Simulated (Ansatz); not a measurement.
Hypothetical zinc blende NaCl: pressure series

Start from NaCl in the zinc blende structure (space group F-43m, No. 216; a = 6.2539 Å; a hypothetical phase, not in the database extracts checked).

Cell and atoms are relaxed at each pressure.

Levels (all Ansatz, a first-principles code, PAW): PBE (420 eV, no spin-orbit coupling); PBEsol (420 eV, without spin-orbit coupling).

The base cell above is that of PBE; each level relaxes its own structures.

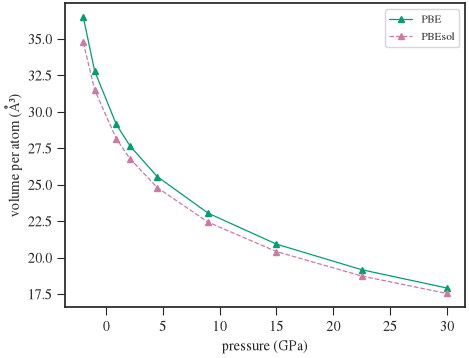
Fig. 1. Volume per atom under two levels

Problem. How do the two levels compare along the series?

Solution. PBE lies above PBEsol in every row, by 0.38 Å³ to 1.73 Å³. They put the cases in the same order.

Load acts through the strain it causes; cell and atoms are relaxed under it. No phonon test of stability was made. Competing high-pressure phases were not computed.
